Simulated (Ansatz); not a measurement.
```json
{"atom": "Ge", "x (Å)": "0.2075", "y (Å)": "0.0000", "z (Å)": "-0.0717"}
{"atom": "F", "x (Å)": "0.2476", "y (Å)": "0.0000", "z (Å)": "1.6462"}
{"atom": "H", "x (Å)": "1.6964", "y (Å)": "0.0000", "z (Å)": "-0.4938"}
{"atom": "H", "x (Å)": "-0.5089", "y (Å)": "1.2795", "z (Å)": "-0.5416"}
{"atom": "H", "x (Å)": "-0.5089", "y (Å)": "-1.2795", "z (Å)": "-0.5416"}
{"atom": "H", "x (Å)": "-2.3260", "y (Å)": "0.0000", "z (Å)": "1.0178"}
{"atom": "H", "x (Å)": "-1.8776", "y (Å)": "0.0000", "z (Å)": "1.5781"}
```

Not at a stationary point (largest force 1.8 eV/Å).

Level of theory: Ansatz 0.2.0, RKS B3LYP-D4/def2-SVP.

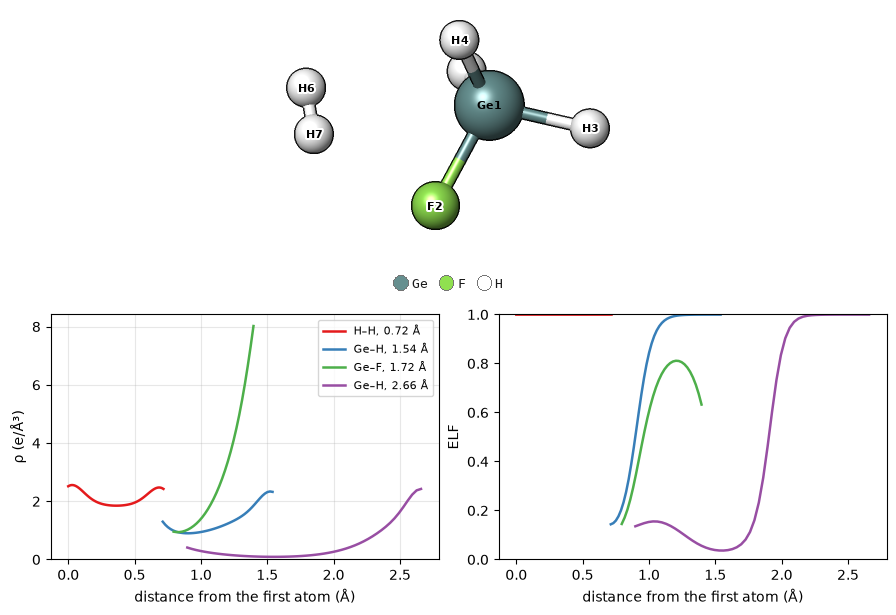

FGeH3···H2. Total electron density and ELF along straight lines between neighbouring atoms. The curves leave out the atomic cores. The structure is drawn too.

Question: Compare the contacts.

Answer: H–H (0.72 Å): ρ at the midpoint is about 1.8 e/Å³; the ELF peaks at about 1 between the atoms; a covalent bond by its length.
Ge–H (1.54 Å): ρ is about 1 e/Å³ halfway; the ELF climbs to about 1 towards the hydrogen.
Ge–F (1.72 Å): ρ at the midpoint is about 0.96 e/Å³; the ELF peaks at about 0.80 in the valence shell of F, 0.5 Å from its nucleus, and is about 0.25 at the midpoint.
Ge1···H7 (2.66 Å): the density falls to about 0.09 e/Å³ on the way; the ELF dips to about 0.05 between them.
